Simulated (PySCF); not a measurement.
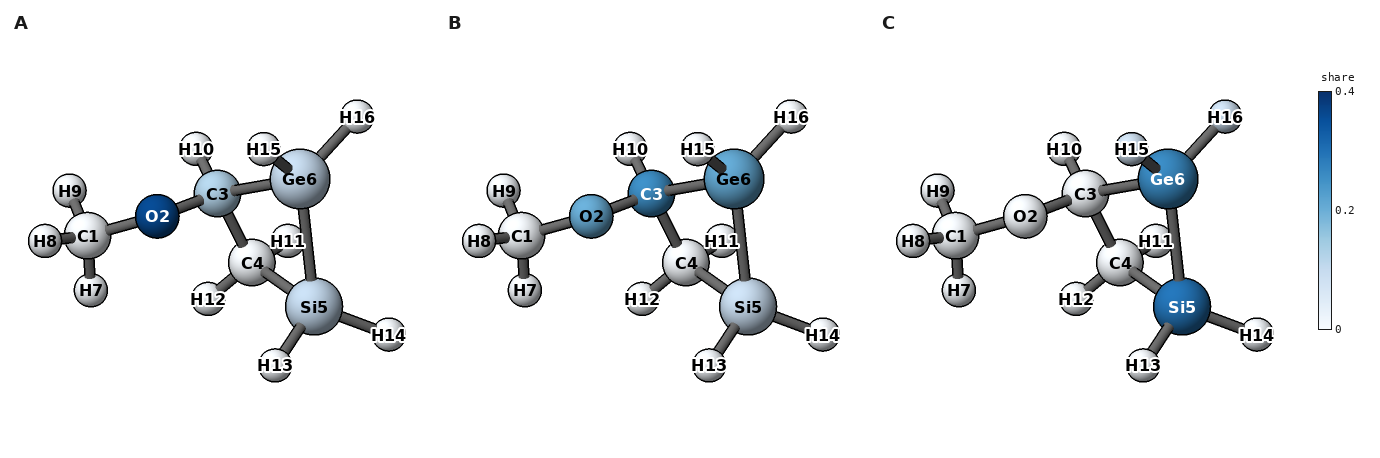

Each panel colours the atoms by their Löwdin share in one orbital (up to four of the largest shares; other atoms are shown as zero). The geometry was computed by an optimisation with GFN2-xTB. No frequency run is at hand to confirm it as a minimum. Computed with ωB97X-D/def2-SVPD (PySCF 2.14.0).

The panels show the HOMO−1, HOMO, LUMO, in some order. Which is which?

Answer. A: HOMO−1, −9.42 eV; O2 0.36, C3 0.12, Si5 0.10, Ge6 0.10
B: HOMO, −9.02 eV; C3 0.26, Ge6 0.21, O2 0.20, Si5 0.09
C: LUMO, 1.50 eV; Si5 0.29, Ge6 0.26, H16 0.08, H15 0.08

The geometry is semi-empirical. Around Ge, Si such bond lengths and angles can be off by a tenth of an ångström or more and by several degrees, and values that hang on the shape move with them.
